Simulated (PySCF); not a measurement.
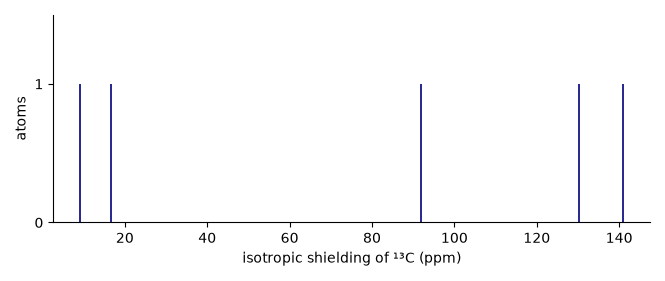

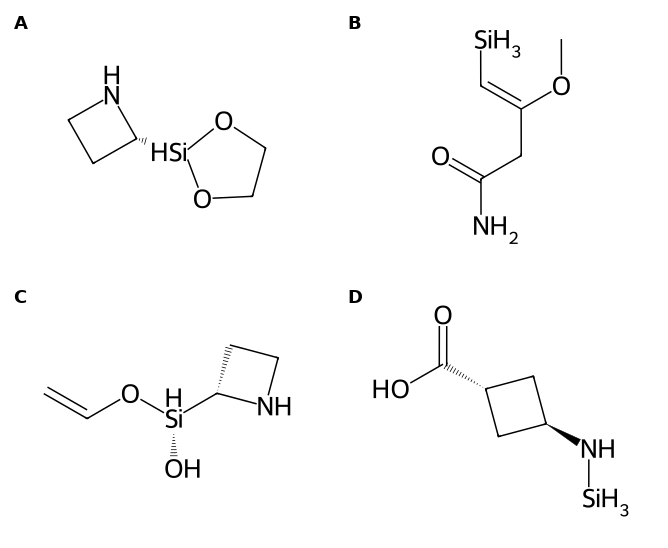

The sticks are computed shieldings of one of the molecules, for one fixed geometry (GFN2-xTB) without averaging over rotations. Low shielding means a high chemical shift. Method: GIAO PBE0/pcSseg-1 NMR shielding, non-relativistic, gas phase (PySCF 2.14.0).

Question: Match the spectrum to a structure.

Answer: B, `CO/C(=C\[SiH3])CC(N)=O`. Its 5 C atoms give lines at 9.2, 16.6, 91.9, 130.2, 141.0 ppm.

The geometry is semi-empirical. Around Si such bond lengths and angles can be off by a tenth of an ångström or more and by several degrees, and values that hang on the shape move with them.
